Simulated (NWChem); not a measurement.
# HF/aug-cc-pVDZ (tol2e 1e-08) run of BClF2 (chlorodifluoroborane)

What is the electronic atomisation energy of BClF2 (chlorodifluoroborane) at HF/aug-cc-pVDZ (tol2e 1e-08)? 

Program for the calculation: NWChem 7.3.0.

12 further runs of the same task are left out: 3 that didn't finish, 9 set aside as unsound or not needed.

## Step 1: The molecule

The species is BClF2 (4 atoms), meant as a singlet with charge 0. As SMILES, `FB(F)Cl`. The coordinates come from a PBE0-D4/def2-TZVP relaxation.

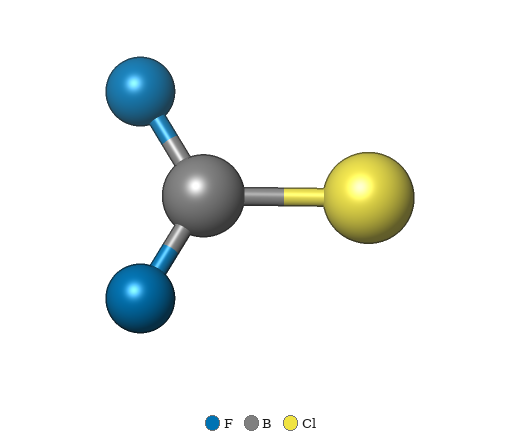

The structure, seen from a chosen angle (fluorine blue, boron grey, chlorine yellow).

## Step 2: The energy at HF/aug-cc-pVDZ (tol2e 1e-08) (run 1)

The input, work.nw:

```
start work
memory 2200 mb

geometry units angstrom noautosym nocenter noautoz
  F     -0.173700    -1.254300    -0.546300
  B     -0.067100    -0.041300    -0.062000
  F     -1.011600     0.830100    -0.317700
  Cl     1.307900     0.405300     0.905700
end

basis spherical bse
  * library aug-cc-pVDZ
end

scf
  thresh 1e-08
  maxiter 80
  tol2e 1e-08
  noprint "final vectors analysis"
end

task scf energy
```

The run is started by

```console
$ nwchem work.nw > work.out
```

Log:

```text
[...]
  functions       =    96
[...]
  wavefunction    = RHF
[...]
         Total SCF energy =   -683.257259605795
      One-electron energy =  -1229.316653306371
      Two-electron energy =    403.923082651792
 Nuclear repulsion energy =    142.136311048785
        Time for solution =     35.1s
[...]
```

Wall time 37 s (1 thread of Intel Xeon Platinum 8488C (Sapphire Rapids), shared host); peak memory 0.099 GiB.

## Step 3: The B atom, same level (run 2)

The input, sp.nw:

```
start sp
memory total 2200 mb

geometry noautosym nocenter noautoz
 B      0.000000     0.000000     0.000000
end

basis "ao basis" spherical bse
 B library aug-cc-pVDZ
end

scf
 doublet
 uhf
 thresh 1e-08
 maxiter 80
 tol2e 1e-08
 noprint "final vectors analysis"
end

task scf
```

Run the same way, it converges to -24.53057 Eh (log not shown).

## Step 4: The Cl atom (run 3)

The input, geom.nw:

```
START geom
TITLE "Cl energy"
memory total 2200 mb

GEOMETRY noautosym nocenter noautoz
   Cl    0.000000    0.000000    0.000000
END

BASIS spherical bse
   * library aug-cc-pVDZ
END

SCF
   doublet
   uhf
   thresh 1e-08
   maxiter 80
   tol2e 1e-08
   noprint "final vectors analysis"
END

TASK scf energy
```

Run the same way, it converges to -459.47278 Eh (log not shown).

## Step 5: The F atom (run 4)

The input, f.nw:

```
start f
memory total 2200 mb
geometry noautosym nocenter noautoz
  F        0.000000       0.000000       0.000000
end
basis spherical bse
  * library aug-cc-pVDZ
end
scf
  nopen 1
  uhf
  thresh 1e-08
  maxiter 80
  tol2e 1e-08
  noprint "final vectors analysis"
end
task scf energy
```

Run the same way, it converges to -99.38109 Eh (log not shown).

## Step 6: The series

```csv
run,level,partner,energy (Eh),dipole moment (D),wall time
1,HF/aug-cc-pVDZ (tol2e 1e-08),base,-683.257260,0.25,37 s
2,UHF/aug-cc-pVDZ (tol2e 1e-08),atoms,-24.530574,0.00,1.1 s
3,UHF/aug-cc-pVDZ (tol2e 1e-08),atoms,-459.472781,0.00,3.3 s
4,UHF/aug-cc-pVDZ (tol2e 1e-08),atoms,-99.381092,0.00,0.95 s
```

## Step 7: Outcome

At HF/aug-cc-pVDZ (tol2e 1e-08):

```
                     quantity         value
         F atom: total energy  -99.38109 Eh
        F atom: dipole moment        0.00 D
                 F atom: ⟨S²⟩         0.754
electronic atomisation energy     13.380 eV
```

**Reading.** Taking the molecule apart into free atoms costs 13.38 eV (1291 kJ/mol), before zero-point energy and without spin-orbit coupling. Hartree–Fock lacks the correlation of the bonding pairs, which as a rule makes this value much too low; in minimal bases other errors can mask that. All runs together took 42 s, the longest 37 s.
